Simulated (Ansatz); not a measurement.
# BSiNH4S (SMILES S[SiH]1BN1) at PBE0/cc-pVDZ

Aim: the vertical ionisation energy of BSiNH4S at PBE0/cc-pVDZ, from 2 runs. 

Program for the calculation: Ansatz 0.2.0.

97 further runs of the same task are left out: 97 set aside as unsound or not needed.

### 1 Starting point

BSiNH4S: 8 atoms, total charge 0, spin state singlet. As SMILES, `S[SiH]1BN1`. The shape is that of a PBE0-D4/def2-TZVP optimisation. This is one conformer, not always the lowest.

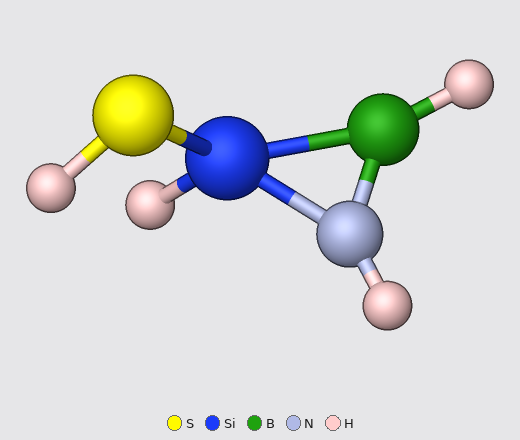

Viewed from a chosen angle; sulfur yellow, silicon blue, boron green, nitrogen light blue, hydrogen pink.

### 2 The energy at PBE0/cc-pVDZ

input.yaml

```yaml
basis:
  gaussian:
    orbitals: cc-pVDZ
crystal:
  periodic: [false, false, false]
  atoms:
    - symbol: S
      position_ang: [-2.198700, -0.554700, -0.360400]
    - symbol: Si
      position_ang: [-0.326600, -0.039100, 0.515400]
    - symbol: B
      position_ang: [1.350500, -0.825500, 0.014200]
    - symbol: N
      position_ang: [0.999600, 0.392100, -0.541100]
    - symbol: H
      position_ang: [-2.816800, 0.582000, 0.001900]
    - symbol: H
      position_ang: [-0.578800, 0.932200, 1.605800]
    - symbol: H
      position_ang: [2.264800, -1.577600, -0.080200]
    - symbol: H
      position_ang: [1.398200, 1.033600, -1.211500]
accuracy: high
output:
  orbitals: {seedname: orbitals}
hamiltonian:
  xc: {name: PBE0}
```

Run with:

```sh
ansatz run input.yaml --threads 1 --pin off --max-ram 2610MiB --events-out events.jsonl --progress --plain --runs-dir runs
```

What it wrote:

```text
Warning: RAYON_NUM_THREADS=1 ignored (pool sized by the plan → 1); use --threads N
Functional definition: PBE0
  name "PBE0"
  parameter a = 0.25
  parameter kappa = 0.804
  parameter beta = 0.06672455060314922
  exchange = (1 - a)*pbe_x(kappa = kappa, mu = beta*pi^2/3) + a*exact_x
  correlation = pbe_c(beta = beta)
1930 factors; integrals over basis functions are off by at most 3.9e-9 eV
mean field evaluation 1: about -20929.9727 eV, gradient 4.9e1 eV
mean field evaluation 2: about -20920.2617 eV, gradient 7.8e1 eV
mean field evaluation 4: about -20935.1572 eV, gradient 3.4e0 eV
mean field evaluation 8: about -20935.3816 eV, gradient 2.9e-1 eV
mean field evaluation 16: about -20935.3819 eV, gradient 7.2e-5 eV
mean field -20935.38191645 eV, -769.3610949178 hartree, gradient 4.5e-8 eV, S^2 0.000000; 0 other end points of the search recorded, 0 dependent functions left out
reference -20935.38191892 eV, -769.3610950087 hartree; 23, 23 occupied and 61, 61 virtual orbitals, 1930 factors
Total energy: -20935.38191892 eV, -769.3610950087 hartree
```

Run time: 10 s. Hardware: 1 thread of Arm Neoverse V1, shared host; peak memory 0.28 GiB.

### 3 The doublet cation, same level

molecule.yaml

```yaml
crystal:
  periodic: [false, false, false]
  atoms:
    - symbol: S
      position_ang: [-2.198700, -0.554700, -0.360400]
    - symbol: Si
      position_ang: [-0.326600, -0.039100, 0.515400]
    - symbol: B
      position_ang: [1.350500, -0.825500, 0.014200]
    - symbol: "N"
      position_ang: [0.999600, 0.392100, -0.541100]
    - symbol: H
      position_ang: [-2.816800, 0.582000, 0.001900]
    - symbol: H
      position_ang: [-0.578800, 0.932200, 1.605800]
    - symbol: H
      position_ang: [2.264800, -1.577600, -0.080200]
    - symbol: H
      position_ang: [1.398200, 1.033600, -1.211500]
basis:
  gaussian:
    orbitals: cc-pVDZ
total_charge: 1
magnetization:
  spin_polarized: true
  initial_magnetization: 1
hamiltonian:
  xc: pbe0
accuracy: high
output:
  orbitals: {seedname: orbitals}
```

Run with:

```sh
ansatz run molecule.yaml --threads 1 --pin off --max-ram 2610MiB --events-out events.jsonl --progress --plain --runs-dir runs
```

What it wrote (excerpt; [...] marks lines left out):

```text
Warning: RAYON_NUM_THREADS=1 ignored (pool sized by the plan → 1); use --threads N
[... 7 set-up lines as earlier in the session ...]
1930 factors; integrals over basis functions are off by at most 3.9e-9 eV
mean field evaluation 1: about -20913.1422 eV, gradient 5.2e1 eV
mean field evaluation 2: about -20825.3538 eV, gradient 1.1e2 eV
mean field evaluation 4: about -20923.3077 eV, gradient 2.0e1 eV
mean field evaluation 8: about -20926.1525 eV, gradient 7.8e-1 eV
mean field evaluation 16: about -20926.3606 eV, gradient 8.3e-3 eV
mean field evaluation 32: about -20926.3606 eV, gradient 8.1e-7 eV
mean field -20926.36062518 eV, -769.0295685788 hartree, gradient 7.1e-8 eV, S^2 0.759067; 2 other end points of the search recorded, 0 dependent functions left out
reference -20926.36062776 eV, -769.0295686736 hartree; 23, 22 occupied and 61, 62 virtual orbitals, 1930 factors
Total energy: -20926.36062776 eV, -769.0295686736 hartree
```

Wall time 22 s (1 thread of Arm Neoverse V1, shared host); peak memory 0.4 GiB.

### 4 What came out

At PBE0/cc-pVDZ:

| quantity | value |
| --- | --- |
| singlet BSiNH4S: total energy | -769.36110 Eh |
| singlet BSiNH4S: HOMO energy | -6.94 eV |
| singlet BSiNH4S: LUMO energy | -0.29 eV |
| singlet BSiNH4S: HOMO–LUMO gap | 6.66 eV |
| doublet cation: total energy | -769.02957 Eh |
| doublet cation: HOMO energy (highest over α and β) | -13.29 eV |
| doublet cation: LUMO energy (lowest over α and β) | -11.08 eV |
| doublet cation: ⟨S²⟩ | 0.759 |
| vertical ionisation energy (to the doublet cation) | 9.021 eV |

What this shows: The vertical ionisation energy comes to 9.02 eV (208 kcal/mol). −ε(HOMO) before ionisation, 6.94 eV, is 2.08 eV below this ionisation energy.
